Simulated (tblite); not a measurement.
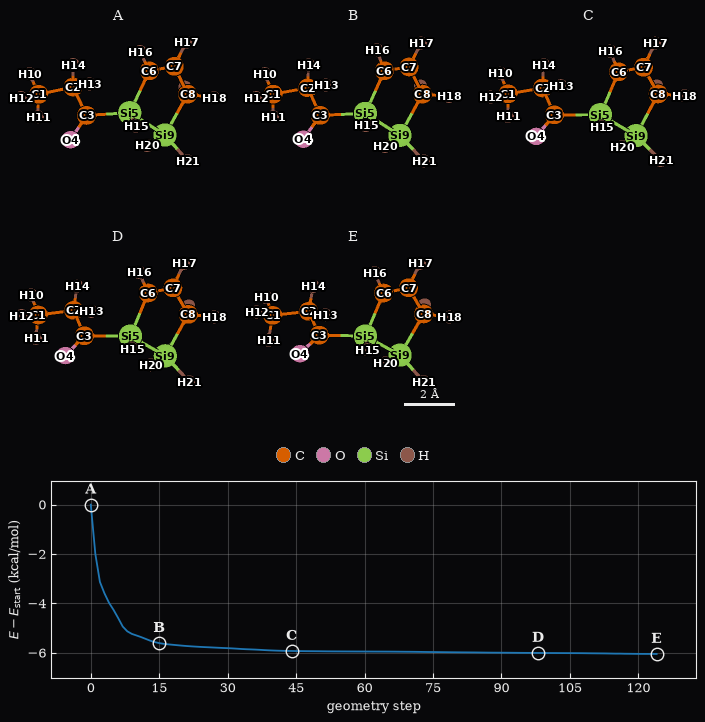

Frames of a relaxation of C₆H₁₂OSi₂, marked on the history of the run. Style: ball-and-stick. Shown at a tilt.

These are results of GFN2-xTB geometry optimisation, gas phase in tblite, not measurements. 

Question: Describe the path.

Answer: Over 124 geometry steps the energy falls by 6.04 kcal/mol. The atom that moves furthest after the best rigid fit is the O atom (0.53 Å). Largest moves by element: O 0.53 Å, H 0.41 Å, C 0.19 Å, Si 0.11 Å. Some distances before and after: C–Si 1.869 → 1.923 Å, Si–Si 2.338 → 2.313 Å, C–C 1.518 → 1.496 Å, H–Si 1.486 → 1.466 Å. Bond angles that change, for instance: C–Si–H 116.6° → 105.9°, C–Si–Si 107.7° → 115.1°, Si–Si–H 113.7° → 120.9°. The run took 2.1 s on 1 thread of Arm Neoverse N1 (shared host). From step 0 to 15: an H atom moves most (0.20 Å), energy −5.61 kcal/mol. From step 15 to 44: the O atom moves most (0.24 Å), energy −0.32 kcal/mol. From step 44 to 98: an H atom moves most (0.21 Å), energy −0.08 kcal/mol. From step 98 to 124: an H atom moves most (0.20 Å), energy −0.04 kcal/mol.

```json
{"step": "0", "E − E(0), kcal/mol": "0.00"}
{"step": "1", "E − E(0), kcal/mol": "-2.00"}
{"step": "2", "E − E(0), kcal/mol": "-3.13"}
{"step": "3", "E − E(0), kcal/mol": "-3.59"}
{"step": "4", "E − E(0), kcal/mol": "-3.98"}
{"step": "5", "E − E(0), kcal/mol": "-4.26"}
{"step": "6", "E − E(0), kcal/mol": "-4.59"}
{"step": "7", "E − E(0), kcal/mol": "-4.93"}
{"step": "8", "E − E(0), kcal/mol": "-5.13"}
{"step": "9", "E − E(0), kcal/mol": "-5.23"}
{"step": "10", "E − E(0), kcal/mol": "-5.30"}
{"step": "16", "E − E(0), kcal/mol": "-5.64"}
{"step": "22", "E − E(0), kcal/mol": "-5.74"}
{"step": "28", "E − E(0), kcal/mol": "-5.79"}
{"step": "34", "E − E(0), kcal/mol": "-5.85"}
{"step": "40", "E − E(0), kcal/mol": "-5.91"}
{"step": "46", "E − E(0), kcal/mol": "-5.93"}
{"step": "52", "E − E(0), kcal/mol": "-5.94"}
{"step": "58", "E − E(0), kcal/mol": "-5.95"}
{"step": "64", "E − E(0), kcal/mol": "-5.95"}
{"step": "70", "E − E(0), kcal/mol": "-5.96"}
{"step": "76", "E − E(0), kcal/mol": "-5.97"}
{"step": "82", "E − E(0), kcal/mol": "-5.98"}
{"step": "88", "E − E(0), kcal/mol": "-5.99"}
{"step": "94", "E − E(0), kcal/mol": "-6.00"}
{"step": "100", "E − E(0), kcal/mol": "-6.01"}
{"step": "106", "E − E(0), kcal/mol": "-6.01"}
{"step": "112", "E − E(0), kcal/mol": "-6.02"}
{"step": "118", "E − E(0), kcal/mol": "-6.04"}
{"step": "124", "E − E(0), kcal/mol": "-6.04"}
```
